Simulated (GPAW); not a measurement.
# W2CO2 MXene monolayer in an electric field, part 2 of 2

Aim: the dipole that a field along the normal induces in W2CO2 MXene monolayer.

GPAW 26.7.0; GPAW, PAW setups; layer in a repeated cell with vacuum, relaxation of atoms and in-plane cell (the session's first sound run).

So far. Step 4 (Field on): The dipole is now -0.0502 e Å, against 4.1e-4 in the run without a field. Step 5 (In a field): The dipole is now -0.0251 e Å, against 4.1e-4 in the run without a field.

**8. Field on**

Level of this step: GPAW, PAW setups; slab in vacuum (GPAW).

run.py

```python
import json
import numpy as np
from ase import Atoms
from gpaw import GPAW, PW
from gpaw.external import ConstantElectricField

slab = Atoms(
    ['O', 'W', 'C', 'W', 'O'],
    positions=[
        [0.00000, 1.78692, 7.00000],
        [1.54751, 0.89346, 8.14105],
        [0.00000, 0.00000, 9.25097],
        [0.00000, 1.78692, 10.36087],
        [1.54751, 0.89346, 11.50192]],
    cell=[[3.09503, 0.0, 0.0], [-1.54751, 2.68037, 0.0], [0.0, 0.0, 18.5019]],
    pbc=[True, True, False])

slab.calc = GPAW(mode=PW(500), xc='PBE', kpts={'size': (12, 12, 1), 'gamma': True},
                 occupations={'name': 'fermi-dirac', 'width': 0.05}, nbands='160%',
                 convergence={'density': 1e-05}, maxiter=200,
                 poissonsolver={'dipolelayer': 'xy'},
                 external=ConstantElectricField(0.1, [0, 0, 1]),
                 symmetry={'tolerance': 1e-3}, txt='slab.txt')
result = {}
energy = slab.get_potential_energy()
fermi = slab.calc.get_fermi_level()
v = slab.calc.get_electrostatic_potential().mean((0, 1)) - fermi
n = slab.calc.get_pseudo_density().mean((0, 1))
L = slab.cell[2, 2]
z = np.arange(len(v)) * L / len(v)
low, high = slab.positions[:, 2].min(), slab.positions[:, 2].max()
below, above = np.interp([low - 4.8, high + 4.8], z, v)
slopes = [np.interp(x, z, np.gradient(v, z)) for x in (low - 4.8, high + 4.8)]
eps = np.array([[slab.calc.get_eigenvalues(k, s) for k in range(len(slab.calc.get_ibz_k_points()))]
                for s in range(slab.calc.get_number_of_spins())]) - fermi
top, bottom = eps[eps < 0].max(), eps[eps > 0].min()
dipole = slab.get_dipole_moment()[2]
print(f'energy {energy:.4f} eV, Fermi level {fermi:.4f} eV, dipole {dipole:.5f} e A')
print(f'potential 4.8 A off the faces, from the Fermi level: lower {below:.4f} eV, upper {above:.4f} eV')
print(f'slope of the potential there: lower {slopes[0]:.5f}, upper {slopes[1]:.5f} eV/A')
print(f'nearest levels on the mesh: {top:.4f} and {bottom:.4f} eV')
print('magnetic moment', round(slab.get_magnetic_moment(), 3))
result.update(energy=energy, fermi=fermi, dipole=dipole, below=below, above=above, slopes=slopes, edges=[top, bottom],
              z=z.tolist(), v=v.tolist(), n=n.tolist(), positions=slab.positions.tolist(),
              forces=slab.get_forces(apply_constraint=False).tolist(), moments=slab.get_magnetic_moments().tolist())
json.dump(result, open('result.json', 'w'))
```

Started as:

```
$ OMP_NUM_THREADS=1 OPENBLAS_NUM_THREADS=1 python run.py
```

Output:

```text
energy -46.2794 eV, Fermi level 0.4793 eV, dipole 0.02509 e A
potential 4.8 A off the faces, from the Fermi level: lower 6.0745 eV, upper 5.5273 eV
slope of the potential there: lower 0.00002, upper -0.00003 eV/A
nearest levels on the mesh: -0.2229 and 0.0332 eV
magnetic moment 0.0
```

Elapsed: 3.3 min, on 1 thread of Arm Neoverse V1, shared host; peak memory 0.47 GiB.

Electrostatic potential energy of an electron (without an applied field's), less the Fermi level, planar mean against z:

```tsv
z (Å)	electrostatic potential energy of an electron (without an applied field's), less the Fermi level, planar mean (eV)
0	5.80
1	6.07
2	6.07
3	6.07
4	6.07
5	6.05
6	5.40
7	-11.2
8	-25.3
9	-13.4
10	-20.3
11	-12.1
12	1.19
13	5.42
14	5.52
15	5.53
16	5.53
17	5.53
18	5.53
```

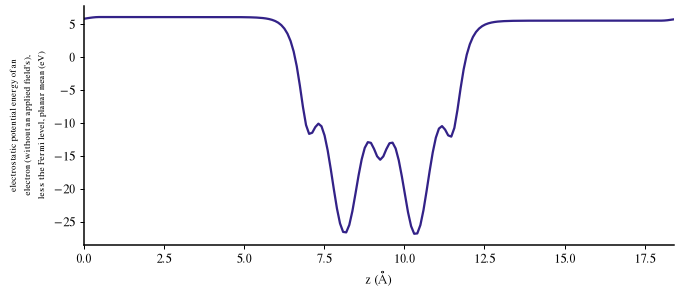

Electrostatic potential energy of an electron (without an applied field's), less the Fermi level, planar mean against z.

The dipole is now 0.0251 e Å, against 4.1e-4 in the run without a field.

**9. In a field**

Edit run.py of step 8 so:

```diff
@@ -21,3 +21,3 @@
                  poissonsolver={'dipolelayer': 'xy'},
-                 external=ConstantElectricField(0.1, [0, 0, 1]),
+                 external=ConstantElectricField(0.2, [0, 0, 1]),
                  symmetry={'tolerance': 1e-3}, txt='slab.txt')
```

Output:

```text
energy -46.2832 eV, Fermi level 0.4787 eV, dipole 0.05017 e A
potential 4.8 A off the faces, from the Fermi level: lower 6.3491 eV, upper 5.2547 eV
slope of the potential there: lower 0.00002, upper -0.00003 eV/A
nearest levels on the mesh: -0.2229 and 0.0332 eV
magnetic moment 0.0
```

Elapsed: 3.3 min, on 1 thread; peak memory 0.47 GiB.

The dipole is now 0.0502 e Å, against 4.1e-4 in the run without a field.

**10. In a field**

Edit run.py of step 9 so:

```diff
@@ -21,3 +21,3 @@
                  poissonsolver={'dipolelayer': 'xy'},
-                 external=ConstantElectricField(0.2, [0, 0, 1]),
+                 external=ConstantElectricField(0.3, [0, 0, 1]),
                  symmetry={'tolerance': 1e-3}, txt='slab.txt')
```

Output:

```text
energy -46.2895 eV, Fermi level 0.4776 eV, dipole 0.07527 e A
potential 4.8 A off the faces, from the Fermi level: lower 6.6245 eV, upper 4.9827 eV
slope of the potential there: lower 0.00001, upper -0.00003 eV/A
nearest levels on the mesh: -0.2229 and 0.0332 eV
magnetic moment 0.0
```

It took 3.3 min on 1 thread; peak memory 0.47 GiB.

Table of electrostatic potential energy of an electron (without an applied field's), less the Fermi level, planar mean by z:

```tsv
z (Å)	electrostatic potential energy of an electron (without an applied field's), less the Fermi level, planar mean (eV)
0	5.80
1	6.62
2	6.62
3	6.62
4	6.62
5	6.60
6	5.93
7	-10.8
8	-25.1
9	-13.4
10	-20.4
11	-12.4
12	0.701
13	4.88
14	4.98
15	4.98
16	4.98
17	4.98
18	4.98
```

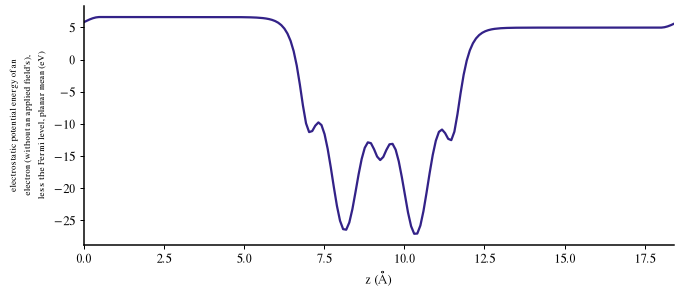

Electrostatic potential energy of an electron (without an applied field's), less the Fermi level, planar mean against z.

The dipole is now 0.0753 e Å, against 4.1e-4 in the run without a field.

**11. The series**

The members are put on one axis.

This step: induced dipole against applied field (GPAW 26.7.0).

Dipole along the normal against field:

```tsv
field (V/Å)	dipole along the normal (e·Å)
-0.200	-0.0502
-0.100	-0.0251
-0.050	-0.0125
0.000	4.1e-4
0.050	0.0125
0.100	0.0251
0.200	0.0502
0.300	0.0753
```

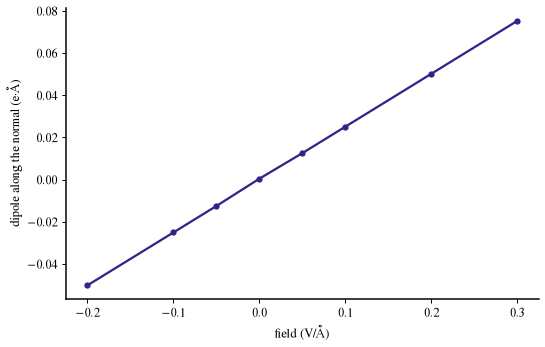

Dipole along the normal against field.

**12. Summary of results**

| Quantity | Value |
| --- | --- |
| work function, upper and lower face | 5.797 and 5.804 eV |
| dipole along the normal | 4.1e-4 e Å |
| induced dipole per field | 0.251 e Å per V/Å |
| out-of-plane polarisability per area, α/(ε0 A) | 5.47 Å |

The field induces 0.251 e Å per V/Å, a polarisable thickness α/(ε0 A) of 5.47 Å beside 4.50 Å between the outermost nuclei. A perfect conductor would give the distance between its two image planes; a dielectric of thickness t gives t(1 - 1/ε). The induced dipole is linear in the field over this range. The small printed dipole stands for a step of -9.0 meV from the lower to the upper face, and the probes find -7.4 meV; values this small are near the numerical noise of both. The layer's cell and atoms come from the relaxation; spin-orbit coupling and temperature are left out.

[Logs are printed without paths, hosts, clocks, repeated set-up lines and the standing remarks that a program may print on its own settings, such as how far it seeks lower states.]

[Hosts, paths, dates, database ids (printed as entryN), source tags and the programs' standing remarks are cut or masked in the printed files.]
